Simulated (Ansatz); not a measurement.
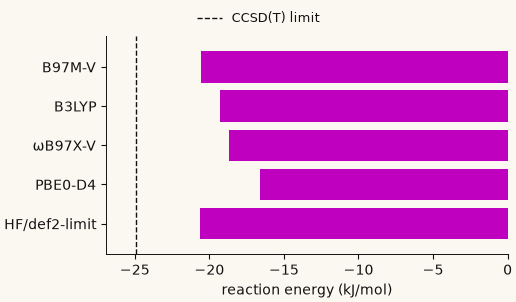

Electronic reaction energy of AlSiNH₆S ([NH2][AlH][SiH2]S) + SnH₄ ([SnH4]) → SnSiH₆S (S[SiH2][SnH3]) + AlNH₄ ([NH2][AlH2]) (SMILES in brackets) at several levels (functionals in def2-TZVPP unless a basis is named), isolated molecules at PBE0-D4 triple-zeta geometries, minima by their frequencies, no zero-point or thermal terms, the Ansatz code 0.2.0. The line is frozen-core CCSD(T) at the basis limit (MP2 extrapolated from triple and quadruple zeta, plus CCSD(T) less MP2 in a smaller set). No dispersion term is added to B3LYP. Core potentials past Kr. The limit lies 7.5 kJ/mol from CCSD(T)/def2-TZVPP, so the line itself is uncertain by a part of that.

**What do zero-point energy and temperature add?**

Zero-point change 0.3 kJ/mol; at 298.15 K and 1 bar the CCSD(T) limit plus thermal terms gives an enthalpy of reaction of −25.3 and a free energy of −27.9 kJ/mol (harmonic PBE0-D4 modes, ideal gas).

**Give the values.**

```tsv
level	kJ/mol	less CCSD(T) limit
B97M-V	−20.5	4.4
B3LYP	−19.3	5.6
ωB97X-V	−18.6	6.3
PBE0-D4	−16.6	8.3
HF/def2-limit	−20.6	4.3
CCSD(T) limit	−24.9	0.0
```

Caveats: outer-core shells are correlated without core-valence functions, which makes the correlated values less sure; spin-orbit coupling is left out, and with Sn it can shift these values; one conformer of each flexible molecule.
